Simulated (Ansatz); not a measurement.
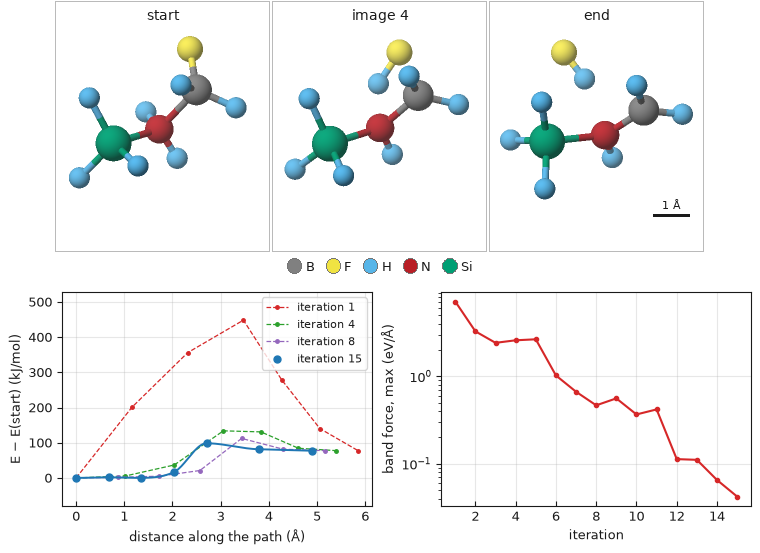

A nudged-elastic-band calculation for BSiNH$_{7}$F. Images are numbered from 0 (start) to 6 (end). The plot follows the band through its iterations. A ball-and-stick model, seen from a free direction.

These are results of Ansatz 0.2.0, RKS PBE-D4/cc-pVDZ, not measurements. Run with 5 movable images; climbing image; force threshold 0.05 eV/Å; iteration limit 60; starting path through a guess of the saddle point.

Judge this run.

Answer. The run is converged, with reservations. The band converged in 15 iterations. The largest component of the band force went from 7.2 to 0.042 eV/Å. The climbing image converged on the top of the path. Its vibrational analysis gives one imaginary mode (466i cm⁻¹), as a transition state must have. The first iteration put the highest image at 448.1 kJ/mol. Forward barrier 98.4 kJ/mol, backward barrier 20.9 kJ/mol, with image 4 at the top; the reaction energy is +77.5 kJ/mol.
